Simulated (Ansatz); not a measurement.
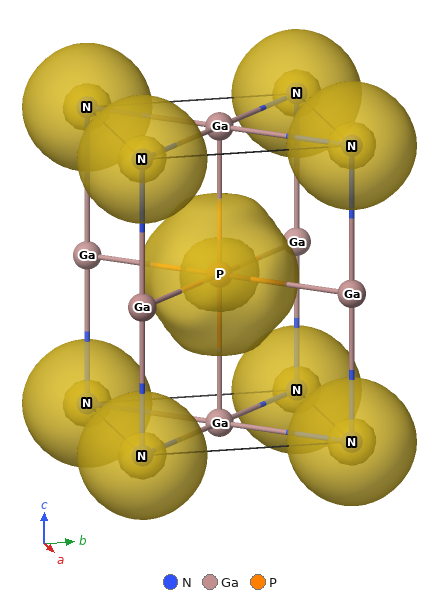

Ga₂PN. Isosurface of the ELF at 0.6 (yellow), seen slightly off an axis. Core shells and regions of very low density are left out. Sticks mark near contacts.

Space group P4/mmm; started from the ordered alloy on rocksalt lattice prototype, which need not be the ambient phase; computed pressure about 4 GPa in this cell.

Level of theory: Ansatz 0.2.0, DFT, PBE with spin-orbit coupling, plane waves, PAW.

In a PAW calculation such maps are meaningful between the atoms, not at the nuclei.

Input

```
crystal:
  lattice:
    - [3.3520942945, 0.0, 0.0]
    - [0.0, 3.3520942945, 0.0]
    - [0.0, 0.0, 4.7326784888]
  atoms:
    - { symbol: "N", position: [0.0, 0.0, 0.0] }
    - { symbol: Ga, position: [0.0, 0.0, 0.5] }
    - { symbol: P, position: [0.5, 0.5, 0.5] }
    - { symbol: Ga, position: [0.5, 0.5, 0.0] }
kpoints:
  mp_grid: { grid: [8, 8, 6] }
  band_path:
    path:
      - [0.0, 0.0, 0.0]
      - [0.0, 0.5, 0.0]
      - [0.5, 0.5, 0.0]
      - [0.0, 0.0, 0.5]
      - [0.0, 0.5, 0.5]
      - [0.5, 0.5, 0.5]
      - [0.45, 0.45, 0.0]
    npoints: 1
hamiltonian:
  xc: pbe
scf:
  occupations: { method: fermi_dirac, width: 0.02 }
  n_extra_bands: 10
magnetization:
  noncollinear: true
  spin_orbit: true
output:
  forces: true
  stress: true
  eigenvalues: true
  write_density: true
  write_potential: true
  elf: true
  volumetric_format: npy
```

Launched as:

```sh
ansatz run input.yaml --threads 2 --pin off --max-ram 2211MiB --backend cpu --events-out ev --progress --plain --runs-dir out
```

Below, planes, directions and counts refer to the conventional cell (a = 3.35 Å, b = 3.35 Å, c = 4.73 Å, α = 90.00°, β = 90.00°, γ = 90.00°).

**Describe the localisation domains.**

The ELF exceeds this value in one region on P in which the atom's valence shell and bonds are merged and one region wrapped around N (its valence shell), counted in one cell of 4 atoms. Any copies at cell faces, edges or corners count once. Profiles from the grid: Ga–N (2.37 Å): the ELF peaks at about 0.85 in the valence shell of N, 0.7 Å from its nucleus, and drops to about 0.20 between the two atoms; no shared electron pair shows on this line. Ga–P (2.37 Å): the ELF peaks at about 0.85 in the valence shell of P, 0.8 Å from its nucleus, and is about 0.70 at the midpoint.
